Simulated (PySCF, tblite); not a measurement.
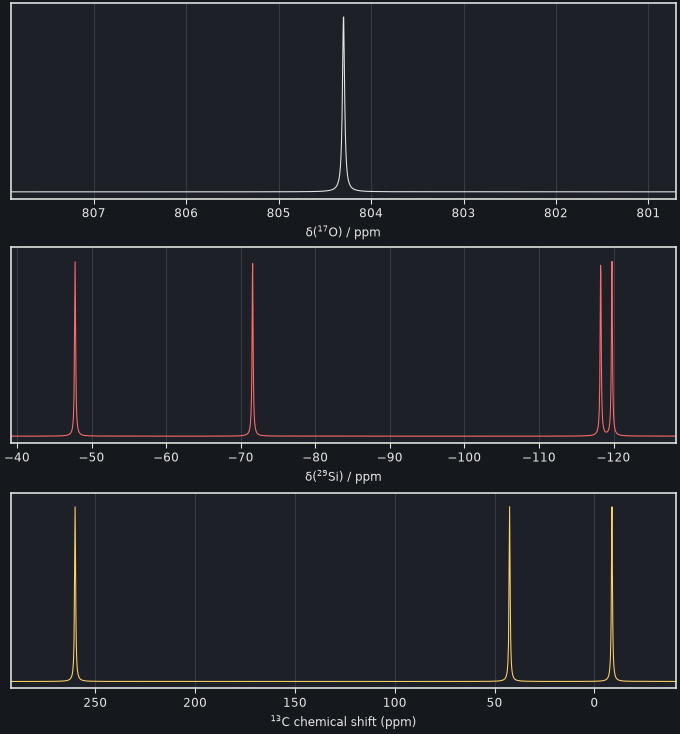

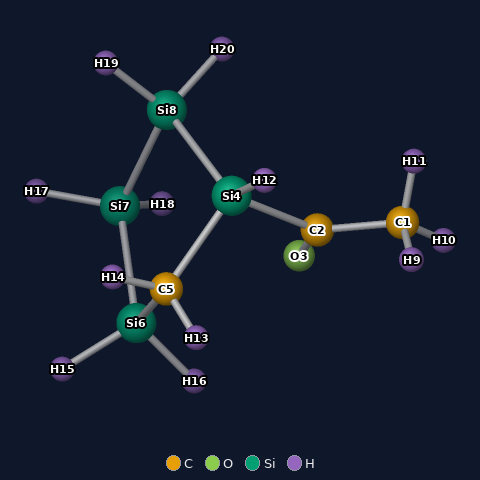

Spectrum and numbered structure of C₃H₁₂OSi₄, SMILES CC(=O)[Si@@H]1C[SiH2][SiH2][SiH2]1. GIAO shifts, PBE0/pcSseg-1 with PySCF, at a GFN2-xTB geometry (a minimum by its frequencies), against H₂O for ¹⁷O, TMS for ²⁹Si and TMS for ¹³C computed at the same level (¹⁷O: a single water molecule, while the usual scale starts at liquid water and gives values some tens of ppm lower). Gas phase, fully decoupled, line heights follow the number of nuclei, widths are arbitrary (no quadrupolar broadening); values of one conformer, averaged over methyl-type rotors and exact or near symmetry; other conformers aren't averaged in.

> Where does the ¹⁷O line lie?

At 804.3 ppm (O3).

> Which atoms give which ²⁹Si line?

| δ (ppm) | nuclei | atoms |
| --- | --- | --- |
| −47.8 | 1 | Si4 |
| −71.6 | 1 | Si6 |
| −118.3 | 1 | Si8 |
| −119.8 | 1 | Si7 |

The order of signals that lie close, as those under 3 ppm apart, is within the error of the method.

> Which ¹³C nuclei are the least shielded, and which the most?

Least shielded: C2 at 260.1 ppm. Most shielded: C5 at −8.8 ppm.

Caveats: the tight-binding geometry is rougher than a DFT one and adds to the error.
